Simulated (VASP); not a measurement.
Band structure of PbI$_{2}$ (1T layered). These are PW91 GGA, VASP's PBE PAW potentials (set 64) (plane waves; VASP) values and carry that method's errors.

Without a dispersion term in the relaxation, distances and binding between the weakly bound layers, chains or molecules are unreliable, and so is what depends on them. Unless said otherwise, spin-orbit coupling is left out, though it shifts the bands of the heavy elements here.

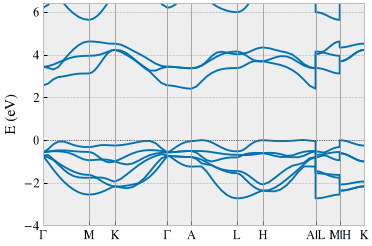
Fig. 1. Bands along high-symmetry lines, zero at the valence-band maximum or, without a gap, the Fermi level

Q: Read the plot: is there a gap, and where are the band edges?

A: The gap is indirect, 2.40 eV, from the valence maximum at H-A at 0.78 to the conduction minimum at A. (Edges off the drawn lines would not show.)

Measured: gap 2.40 eV (computed value off by +0.00 eV), as given by Wikipedia, List of semiconductor materials.

The compound is PbI2 in the 1T layered structure. It was relaxed first, which changed the volume by +14 %.
